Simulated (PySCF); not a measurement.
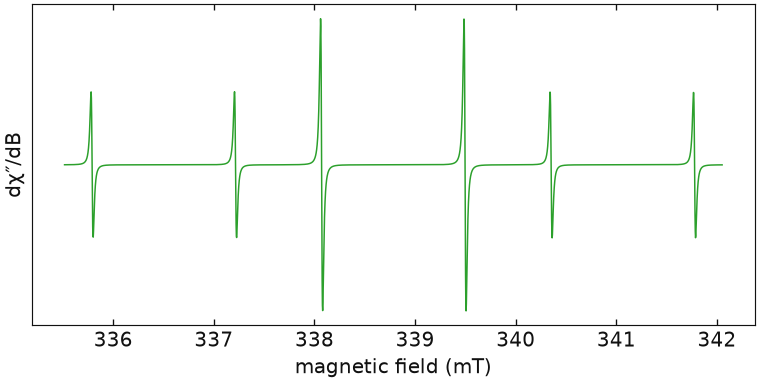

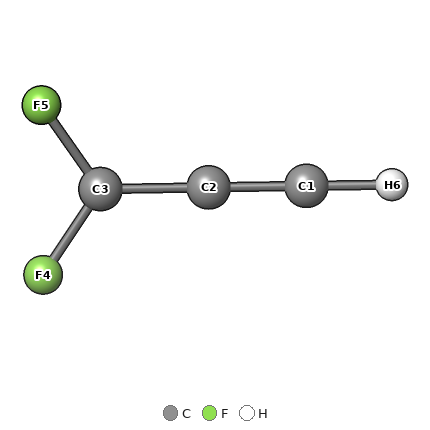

First-order isotropic EPR spectrum (fast tumbling, first derivative) of C₃HF₂ (difluoropropargyl), SMILES C#C[C](F)F, doublet at 9.50 GHz, Lorentzian lines of 0.03 mT full width at half height, from computed g and hyperfine couplings (PBE/pcH-1 (IGLO-III on C and IGLO-III on F) in PySCF 2.14.0, at a PBE0-D3(BJ)/def2-SVP geometry (no frequency check), gas phase); values of one conformer, averaged over methyl-type rotors alone; no vibrational averaging; dilute isotopes left out. The SMILES is one Lewis form and needn't show where the spin sits.

### Which couplings does the calculation give? The spectrum shows the sizes of those above the line width, not their signs.

| nuclei | isotope | a (mT) | a (MHz) |
| --- | --- | --- | --- |
| F4, F5 | ¹⁹F | 2.28 | 64.0 |
| H6 | ¹H | −1.43 | −40.0 |

### What is the g value, and how wide is the spectrum?

g_iso = 2.0035, which centres the spectrum at 338.8 mT; it spans 6.0 mT.
